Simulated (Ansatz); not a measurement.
**H4OSi2: molecular dynamics**

The plan is to follow the molecule's vibrations and see whether its bonds hold. The start is relaxed first. Runs: 500 steps of 0.5 fs under a Langevin thermostat at 400 K. SMILES of the start: [SiH]O[SiH3].

All numbers below are computed with Ansatz 0.2.0 (RKS BLYP-D4/6-31G).

## 1. The starting structure

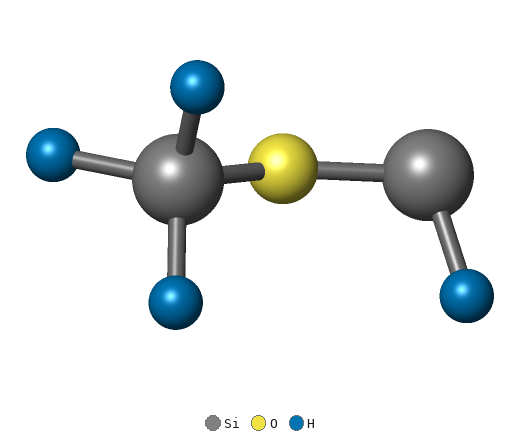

The starting structure, seen from a chosen angle (silicon grey, oxygen yellow, hydrogen blue).

Coordinates:

```xyz
7

Si   -1.7388   -1.3100   -0.0748
O    -0.1836   -0.9225    0.1152
Si    0.7905    0.3907    0.2611
H    -2.2072   -0.5792   -1.3147
H     0.7703    1.2125   -0.9703
H     0.3898    1.2165    1.4381
H     2.2402   -0.0761    0.4996
```

## 2. Relaxing the start

Contents of input.yaml:

```yaml
crystal:
  periodic: [false, false, false]
  atoms:
    - { symbol: Si, position_ang: [-1.7388, -1.31, -0.0748] }
    - { symbol: O, position_ang: [-0.1836, -0.9225, 0.1152] }
    - { symbol: Si, position_ang: [0.7905, 0.3907, 0.2611] }
    - { symbol: H, position_ang: [-2.2072, -0.5792, -1.3147] }
    - { symbol: H, position_ang: [0.7703, 1.2125, -0.9703] }
    - { symbol: H, position_ang: [0.3898, 1.2165, 1.4381] }
    - { symbol: H, position_ang: [2.2402, -0.0761, 0.4996] }
basis:
  gaussian: { orbitals: "6-31G" }
hamiltonian:
  xc: blyp
  dispersion: d4
relax:
  f_tol: 0.02
  max_steps: 40
scf:
  lower_state_search: "off"
output:
  orbitals: {}
```

On the command line:

```bash
ansatz run input.yaml --threads 1 --pin off --max-ram 2048MiB --backend cpu --events-out ev --progress --plain --runs-dir out
```

Output (excerpt; [...] marks lines left out):

```text
Warning: RAYON_NUM_THREADS=1 ignored (pool sized by the plan → 1); use --threads N
[...]
Functional definition: BLYP
[...]
521 factors; integrals over basis functions are off by at most 1.7e-4 eV
[...]
mean field -17863.04788591 eV, -656.4549017983 hartree, gradient 2.5e-6 eV, S^2 0.000000; 0 other end points of the search recorded, 0 dependent functions left out
[...]
reference -17863.04820267 eV, -656.4549134391 hartree; 20, 20 occupied and 23, 23 virtual orbitals, 521 factors
relax step   1: F+E_penalty+E_count = -17863.35839981 eV  Δ(F+E_penalty+E_count) = +0.000e0 eV  max|allowed force component| = 3.960e0 eV/Å  Δτ_max = 0.0000 Å  (15 SCF iters, accepted)
[...]
relax step   3: F+E_penalty+E_count = -17864.02589462 eV  Δ(F+E_penalty+E_count) = -1.905e-1 eV  max|allowed force component| = 4.633e-1 eV/Å  Δτ_max = 0.2000 Å  (24 SCF iters, accepted)
[...]
relax step   5: F+E_penalty+E_count = -17864.04834868 eV  Δ(F+E_penalty+E_count) = -1.737e-2 eV  max|allowed force component| = 1.769e-1 eV/Å  Δτ_max = 0.1509 Å  (18 SCF iters, accepted)
[...]
relax step   7: F+E_penalty+E_count = -17864.05806812 eV  Δ(F+E_penalty+E_count) = -1.912e-3 eV  max|allowed force component| = 2.156e-2 eV/Å  Δτ_max = 0.0478 Å  (19 SCF iters, accepted)
[...]
relax step   8: F+E_penalty+E_count = -17864.05854031 eV  Δ(F+E_penalty+E_count) = -4.722e-4 eV  max|allowed force component| = 1.255e-2 eV/Å  Δτ_max = 0.0357 Å  (14 SCF iters, accepted)
[...]
relax step   9: F+E_penalty+E_count = -17864.05866793 eV  Δ(F+E_penalty+E_count) = -1.276e-4 eV  max|allowed force component| = 1.369e-2 eV/Å  Δτ_max = 0.0472 Å  (19 SCF iters, accepted)
Total energy: -17864.05898770 eV, -656.4920591040 hartree
Atom 0 at    -1.810336    -1.554072    -0.214722 Å, force    -0.003121    -0.008192     0.002066 eV/Å
Atom 1 at    -0.406886    -0.799486     0.475884 Å, force    -0.011849     0.002510    -0.013687 eV/Å
Atom 2 at     0.794260     0.458689     0.326130 Å, force     0.003871    -0.001169     0.005508 eV/Å
Atom 3 at    -1.929825    -0.607805    -1.511882 Å, force     0.011739     0.001939     0.012996 eV/Å
Atom 4 at     0.560037     1.271009    -0.932254 Å, force     0.002167     0.004747    -0.006736 eV/Å
Atom 5 at     0.697683     1.352722     1.537944 Å, force     0.001238    -0.001376    -0.000199 eV/Å
Atom 6 at     2.156267    -0.189157     0.273101 Å, force    -0.004044     0.001540     0.000052 eV/Å
Dipole moment:     0.156250     0.231655    -0.102262 e Å
Checks for a lower state left out: stability, starts, cluster_reference, orbital_swaps, neighbouring_geometries, increment
```

Wall time 18 s (1 thread of Arm Neoverse N1, shared host); peak memory 0.099 GiB.

The steps of the relaxation:

```tsv
step	energy from step 1 (eV)	largest force component (eV/Å)
1	0.0000	3.9601
2	-0.4770	1.8184
3	-0.6675	0.4633
4	-0.6726	0.2713
5	-0.6899	0.1769
6	-0.6978	0.0806
7	-0.6997	0.0216
8	-0.7001	0.0126
9	-0.7003	0.0137
```

Step 1 is the start.

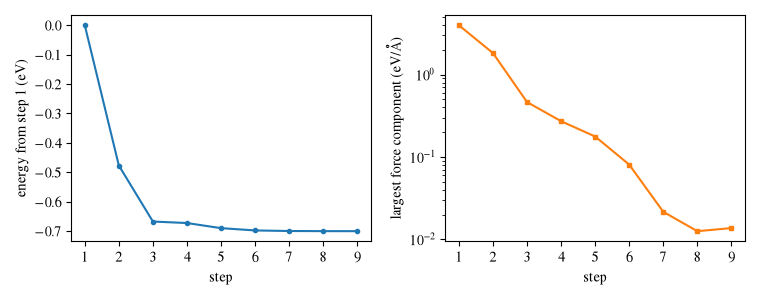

How energy and force went from step to step.

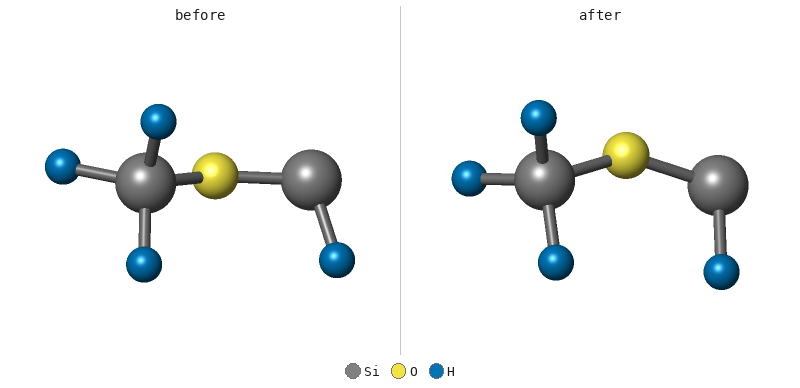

The structure before (left) and after (right), drawn at the same scale.

After: Bond lengths: Si1–O2 1.737 Å, O2–Si3 1.746 Å, Si1–H4 1.610 Å, Si3–H5 1.516 Å, Si3–H6 1.509 Å, Si3–H7 1.509 Å. Angles: Si1–O2–Si3 146.6°, O2–Si1–H4 97.2°, O2–Si3–H5 110.6°, O2–Si3–H6 108.3°, O2–Si3–H7 108.3°, H5–Si3–H6 109.8°, H5–Si3–H7 109.9°, H6–Si3–H7 109.9°.

## 3. Dynamics

500 steps of 0.5 fs under a Langevin thermostat at 400 K, from the relaxed start.

Contents of input.yaml:

```yaml
crystal:
  periodic: [false, false, false]
  atoms:
    - { symbol: Si, position_ang: [-1.810336, -1.554072, -0.214722] }
    - { symbol: O, position_ang: [-0.406886, -0.799486, 0.475884] }
    - { symbol: Si, position_ang: [0.79426, 0.458689, 0.32613] }
    - { symbol: H, position_ang: [-1.929825, -0.607805, -1.511882] }
    - { symbol: H, position_ang: [0.560037, 1.271009, -0.932254] }
    - { symbol: H, position_ang: [0.697683, 1.352722, 1.537944] }
    - { symbol: H, position_ang: [2.156267, -0.189157, 0.273101] }
basis:
  gaussian: { orbitals: "6-31G" }
hamiltonian:
  xc: blyp
  dispersion: d4
md:
  timestep: 0.5
  n_steps: 500
  ensemble: nvt_langevin
  temperature: 400.0
  initial_velocities: maxwell_boltzmann
  seed: 424792
  friction: 0.001
scf:
  lower_state_search: "off"
```

On the command line:

```bash
ansatz run input.yaml --threads 1 --pin off --max-ram 2048MiB --backend cpu --events-out ev --progress --plain --runs-dir out
```

Output (excerpt; [...] marks lines left out):

```text
Warning: RAYON_NUM_THREADS=1 ignored (pool sized by the plan → 1); use --threads N
[...]
Functional definition: BLYP
[...]
520 factors; integrals over basis functions are off by at most 1.9e-4 eV
[...]
mean field -17863.75777619 eV, -656.4809897852 hartree, gradient 9.6e-6 eV, S^2 0.000000; 0 other end points of the search recorded, 0 dependent functions left out
[...]
reference -17863.75809702 eV, -656.4810015754 hartree; 20, 20 occupied and 23, 23 virtual orbitals, 520 factors
md step     0: t =     0.00 fs  T =   342.9 K  F+E_penalty+E_count = -17864.05861635 eV  E_kin = 0.310224 eV  (14 SCF iters)
[...]
md step    21: t =    10.50 fs  T =   112.0 K  F+E_penalty+E_count = -17863.84785133 eV  E_kin = 0.101296 eV  (13 SCF iters, 3 dispersion substeps)
[...]
md step    42: t =    21.00 fs  T =   235.8 K  F+E_penalty+E_count = -17863.97131290 eV  E_kin = 0.213384 eV  (13 SCF iters, 3 dispersion substeps)
[...]
md step    63: t =    31.50 fs  T =   211.0 K  F+E_penalty+E_count = -17863.94648197 eV  E_kin = 0.190958 eV  (13 SCF iters, 3 dispersion substeps)
[...]
md step    83: t =    41.50 fs  T =   154.3 K  F+E_penalty+E_count = -17863.88483637 eV  E_kin = 0.139643 eV  (13 SCF iters, 3 dispersion substeps)
md step    84: t =    42.00 fs  T =   142.5 K  F+E_penalty+E_count = -17863.87644267 eV  E_kin = 0.128978 eV  (13 SCF iters, 3 dispersion substeps)
```

## 4. The log goes on: dynamics from the start

Output, continued (excerpt; [...] marks lines left out):

```text
md step    85: t =    42.50 fs  T =   135.8 K  F+E_penalty+E_count = -17863.86957597 eV  E_kin = 0.122904 eV  (13 SCF iters, 3 dispersion substeps)
[...]
md step   112: t =    56.00 fs  T =   216.6 K  F+E_penalty+E_count = -17863.94084503 eV  E_kin = 0.195967 eV  (13 SCF iters, 3 dispersion substeps)
[...]
md step   139: t =    69.50 fs  T =   218.3 K  F+E_penalty+E_count = -17863.92884035 eV  E_kin = 0.197522 eV  (13 SCF iters, 3 dispersion substeps)
[...]
md step   166: t =    83.00 fs  T =   161.2 K  F+E_penalty+E_count = -17863.83633482 eV  E_kin = 0.145819 eV  (13 SCF iters, 3 dispersion substeps)
[...]
md step   192: t =    96.00 fs  T =   272.6 K  F+E_penalty+E_count = -17863.93584413 eV  E_kin = 0.246698 eV  (13 SCF iters, 3 dispersion substeps)
md step   193: t =    96.50 fs  T =   279.8 K  F+E_penalty+E_count = -17863.93365742 eV  E_kin = 0.253177 eV  (13 SCF iters, 3 dispersion substeps)
```

## 5. The output, continued: dynamics from the start

Output, continued (excerpt; [...] marks lines left out):

```text
md step   194: t =    97.00 fs  T =   279.1 K  F+E_penalty+E_count = -17863.93140702 eV  E_kin = 0.252510 eV  (13 SCF iters, 3 dispersion substeps)
[...]
md step   217: t =   108.50 fs  T =   201.7 K  F+E_penalty+E_count = -17863.89624120 eV  E_kin = 0.182519 eV  (13 SCF iters, 3 dispersion substeps)
[...]
md step   240: t =   120.00 fs  T =   181.9 K  F+E_penalty+E_count = -17863.84085558 eV  E_kin = 0.164602 eV  (13 SCF iters, 3 dispersion substeps)
[...]
md step   263: t =   131.50 fs  T =   293.0 K  F+E_penalty+E_count = -17863.95843741 eV  E_kin = 0.265105 eV  (14 SCF iters, 3 dispersion substeps)
[...]
md step   499: t =   249.50 fs  T =   239.7 K  F+E_penalty+E_count = -17863.88402618 eV  E_kin = 0.216909 eV  (13 SCF iters, 3 dispersion substeps)
[...]
md step   500: t =   250.00 fs  T =   250.4 K  F+E_penalty+E_count = -17863.89255351 eV  E_kin = 0.226577 eV  (13 SCF iters, 3 dispersion substeps)
Total energy: -17863.89287928 eV, -656.4859547321 hartree
Atom 0 at    -1.826048    -1.551575    -0.488063 Å, force     0.683480     0.610898     0.341844 eV/Å
Atom 1 at    -1.141001    -0.139227     0.331823 Å, force     0.793078     0.440751     0.033909 eV/Å
Atom 2 at     0.323641     0.937852     0.650928 Å, force    -1.646007    -0.695450    -0.453003 eV/Å
Atom 3 at    -0.419342    -2.090649    -1.084100 Å, force    -0.157641    -0.043074    -0.025850 eV/Å
Atom 4 at     1.589128     0.275129     0.102156 Å, force    -0.170914     0.272175    -0.030218 eV/Å
Atom 5 at    -0.092138     2.299352     0.018677 Å, force     0.460722    -0.598183     0.210838 eV/Å
Atom 6 at     0.430881     1.084618     2.153280 Å, force     0.037281     0.012883    -0.077520 eV/Å
Dipole moment:     0.351650     0.161659     0.002971 e Å
Checks for a lower state left out: stability, starts, cluster_reference, orbital_swaps, neighbouring_geometries, increment
```

It took 14 min on 1 thread of Arm Neoverse N1, shared host; peak memory 0.079 GiB.

## 6. Frames and traces

The trajectory, every 36 steps (energies from step 0):

```tsv
time (fs)	T (K)	potential energy change (meV/atom)
0.0	343	0.0
18.0	210	15.5
36.0	175	19.4
54.0	215	17.6
72.0	237	16.5
90.0	228	24.3
108.0	206	23.2
126.0	312	13.2
144.0	185	23.0
162.0	257	18.6
180.0	228	24.8
198.0	297	17.2
216.0	162	36.3
234.0	304	17.6
250.0	250	23.7
```

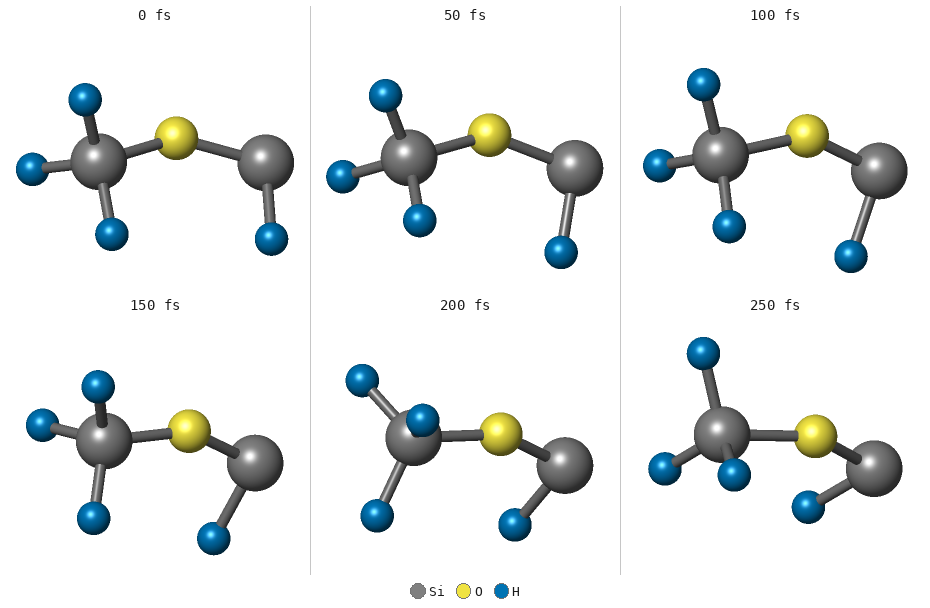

The system at six times, viewed from a chosen angle. Sticks join atoms within a bonding distance in each frame.

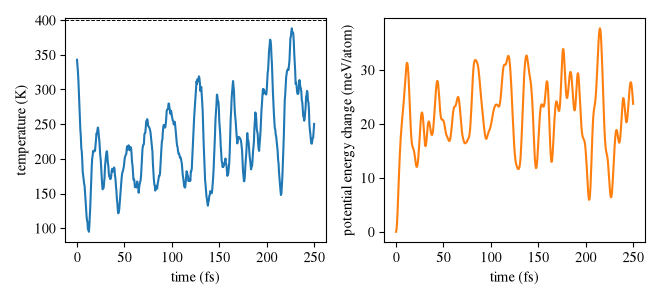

Time series of the run, each on its own scale. The dashed line is the set temperature.

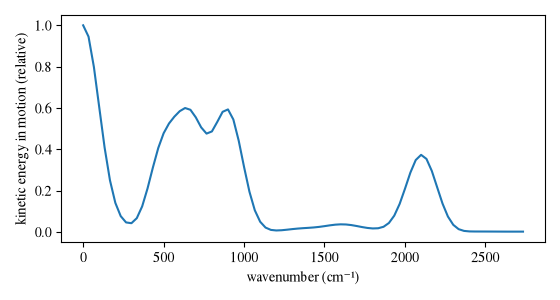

Power spectrum of the mass-weighted velocities; a run of 250 fs resolves no finer than about 270 cm⁻¹.

## 7. Frames from the trajectory

Extended XYZ, with forces in eV/Å:

```xyz
7
time_fs=31.0 T=209 dE=0.1110
Si   -1.758   -1.595   -0.276   -0.376   -0.396    0.007
O    -0.483   -0.755    0.520    0.534    0.313   -0.327
Si    0.767    0.502    0.365   -1.028   -0.577    0.038
H    -1.687   -0.946   -1.746    0.136    0.159    0.018
H     0.407    1.415   -0.795    0.099    0.096    0.172
H     0.657    1.076    1.734    0.284    0.538    0.128
H     2.089   -0.132    0.117    0.351   -0.132   -0.036
7
time_fs=62.5 T=159 dE=0.1630
Si   -1.744   -1.654   -0.317    0.339    0.297   -0.259
O    -0.555   -0.683    0.504   -0.303    0.132    0.290
Si    0.708    0.543    0.435   -0.766   -0.850   -0.610
H    -1.422   -1.128   -1.854   -0.107   -0.102    0.382
H     0.380    1.356   -0.790    0.090    0.462    0.136
H     0.918    1.247    1.733   -0.175    0.262    0.143
H     1.874   -0.287    0.123    0.922   -0.202   -0.083
7
time_fs=94.0 T=257 dE=0.1244
Si   -1.710   -1.680   -0.335   -0.051    0.040    0.112
O    -0.702   -0.560    0.519    0.220   -0.151   -0.033
Si    0.635    0.570    0.449   -0.788    0.094    0.061
H    -1.135   -1.283   -1.750   -0.015   -0.075   -0.431
H     0.481    1.561   -0.698   -0.013   -0.070    0.168
H     0.536    1.155    1.805    0.167    0.573    0.287
H     1.949   -0.096    0.336    0.479   -0.411   -0.164
7
time_fs=125.0 T=293 dE=0.1047
Si   -1.727   -1.674   -0.359    0.579    0.669    0.247
O    -0.804   -0.435    0.543   -0.442   -0.734   -0.449
Si    0.571    0.634    0.517   -0.250    0.902   -0.364
H    -0.890   -1.615   -1.764   -0.110    0.040    0.294
H     0.605    1.488   -0.751   -0.084   -0.248    0.064
H     0.544    1.624    1.650   -0.224   -0.079    0.188
H     1.847   -0.090    0.619    0.532   -0.550    0.019
7
time_fs=156.0 T=197 dE=0.1635
Si   -1.733   -1.615   -0.357   -0.307    0.059    0.377
O    -0.859   -0.350    0.473   -1.248   -0.941   -0.360
Si    0.472    0.676    0.577    1.295    1.526   -0.421
H    -0.777   -1.865   -1.605    0.245    0.158   -0.055
H     0.756    1.417   -0.737   -0.050   -0.408    0.016
H     0.343    1.862    1.504   -0.285   -0.266    0.323
H     1.638   -0.165    0.967    0.350   -0.128    0.121
7
time_fs=187.5 T=254 dE=0.1619
Si   -1.804   -1.618   -0.406    0.744    0.817    0.357
O    -0.981   -0.266    0.445    0.320   -0.710   -0.433
Si    0.475    0.762    0.609   -0.904    0.523   -0.357
H    -0.626   -1.946   -1.478   -0.153    0.048    0.130
H     1.100    1.196   -0.740   -0.215   -0.333    0.342
H    -0.150    1.999    1.245    0.336   -0.101   -0.033
H     1.569    0.218    1.499   -0.128   -0.243   -0.006
7
time_fs=219.0 T=284 dE=0.1567
Si   -1.768   -1.513   -0.401   -0.408   -0.809   -0.448
O    -0.989   -0.219    0.346   -0.897    0.402    0.360
Si    0.321    0.811    0.621    1.211    0.174    0.304
H    -0.482   -1.965   -1.244   -0.022   -0.124   -0.128
H     1.300    0.466   -0.510   -0.017    0.486    0.175
H    -0.080    2.285    0.761    0.095   -0.396   -0.207
H     0.929    0.314    1.923    0.038    0.266   -0.056
7
time_fs=250.0 T=250 dE=0.1661
Si   -1.826   -1.552   -0.488    0.683    0.611    0.342
O    -1.141   -0.139    0.332    0.793    0.441    0.034
Si    0.324    0.938    0.651   -1.646   -0.695   -0.453
H    -0.419   -2.091   -1.084   -0.158   -0.043   -0.026
H     1.589    0.275    0.102   -0.171    0.272   -0.030
H    -0.092    2.299    0.019    0.461   -0.598    0.211
H     0.431    1.085    2.153    0.037    0.013   -0.077
```

## 8. Summary of results

| quantity | value |
| --- | --- |
| relaxation of the start | 8 moves, 0.700 eV lower |
| length | 500 steps of 0.5 fs |
| temperature, first and last step | 343 and 250 K |
| temperature, second half | mean 251 K, from 132 to 388 K |
| potential energy, second half | +21 meV/atom from the start |
| bonds formed or broken | 0 |

In words: Against a set 400 K the second half averages 251 K with a spread of 60 K; 21 meV/atom has gone into potential energy, and a thermostat that acts over some 1000 fs has not made it up in 250 fs. The bonds all hold. A run of 250 fs with 7 atoms shows the motion but fixes no equilibrium value. The nuclei move classically, without zero-point motion, which matters most for hydrogen. The basis is very small, so the numbers are rough.
